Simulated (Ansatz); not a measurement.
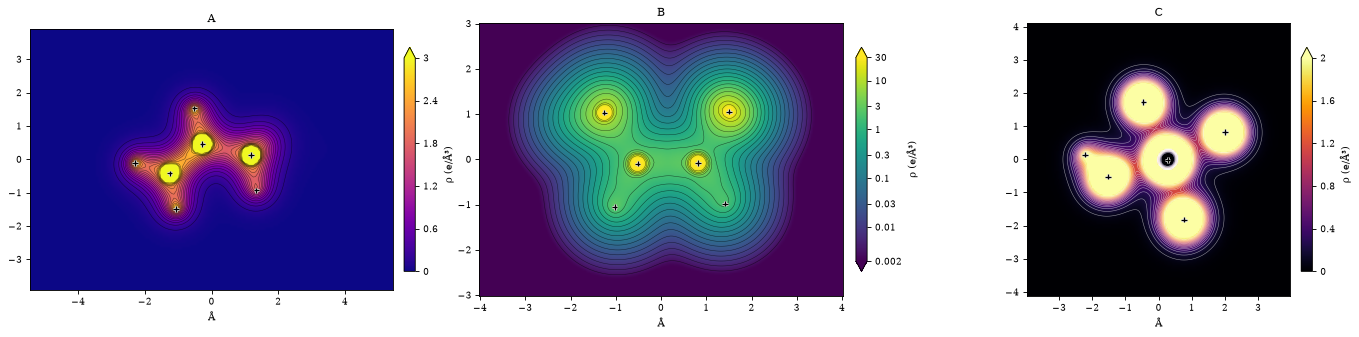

The total electron density of 3 systems, each on a plane through atoms (crosses mark nuclei in the plane).

These are results of RKS PBE0-D4/def2-TZVPP (Ansatz 0.2.0), not measurements.

System 1: F$_{2}$H$_{4}$O$_{4}$W, the plane of atoms O5, W2 and F7. Geometry: PBE0-D4/def2-TZVP; core potentials replace the inner electrons of W.

| atom | x (Å) | y (Å) | z (Å) |
| --- | --- | --- | --- |
| O | -1.3576 | -1.0727 | 0.9006 |
| W | -0.0438 | -0.0157 | 0.1043 |
| O | 1.4659 | -1.0010 | 0.6279 |
| O | 0.8468 | 1.3444 | -0.8486 |
| O | -0.1435 | -1.0301 | -1.4668 |
| F | 0.2962 | 0.9246 | 1.7129 |
| F | -1.5291 | 1.1651 | -0.1455 |
| H | -2.2820 | -0.8219 | 0.9757 |
| H | 1.9259 | -0.7857 | 1.4446 |
| H | 0.4184 | 2.1768 | -1.0626 |
| H | 0.4029 | -0.8838 | -2.2427 |

System 2: C$_{3}$H$_{5}$F$_{3}$Si (SMILES C=CC[Si](F)(F)F), the plane of atoms C2, C1 and H9. Geometry: PBE0-D4/def2-TZVP.

```xyz
12

C     0.3501   -0.9051    1.8233
C     0.7922   -0.4364    0.6653
C     0.0472   -0.5159   -0.6292
Si   -0.6173    1.1215   -1.1491
F    -1.2604    1.0504   -2.5894
F    -1.7342    1.6417   -0.1654
F     0.5186    2.2167   -1.1953
H    -0.6064   -1.4116    1.9057
H     0.9315   -0.7983    2.7309
H     1.7543    0.0690    0.6304
H    -0.7948   -1.2116   -0.5573
H     0.6962   -0.8756   -1.4359
```

System 3: C$_{2}$H$_{4}$FGaO, the plane of atoms O1, C2 and H7. Geometry: PBE0-D4/def2-TZVP; at this geometry the atoms fall into two loosely joined parts.

```yaml
atoms:
  - { symbol: O, position_ang: [-0.8463, 1.1758, 0.4967] }
  - { symbol: C, position_ang: [0.3091, 0.5446, 0.2151] }
  - { symbol: Ga, position_ang: [-0.6259, -2.1124, -0.1337] }
  - { symbol: C, position_ang: [0.6639, 0.2298, -1.0358] }
  - { symbol: F, position_ang: [-0.1058, 0.5255, -2.0830] }
  - { symbol: H, position_ang: [-1.1425, 0.8839, 1.3665] }
  - { symbol: H, position_ang: [1.0039, 0.3294, 1.0189] }
  - { symbol: H, position_ang: [-0.8047, -1.4556, 1.4301] }
  - { symbol: H, position_ang: [1.6369, -0.1673, -1.2918] }
```

> Match each panel to its system.

Panel A is system 2, C$_{3}$H$_{5}$F$_{3}$Si: the plane holds C and H. C–C (1.33 Å): the density is about 2.4 e/Å³ at the midpoint. Panel B is system 3, C$_{2}$H$_{4}$FGaO: the plane holds O, C, F and H. C–F (1.33 Å): ρ at the midpoint is about 2.3 e/Å³. Panel C is system 1, F$_{2}$H$_{4}$O$_{4}$W: the plane holds W, O, F and H. W–O (1.88 Å): ρ is about 1.2 e/Å³ halfway.
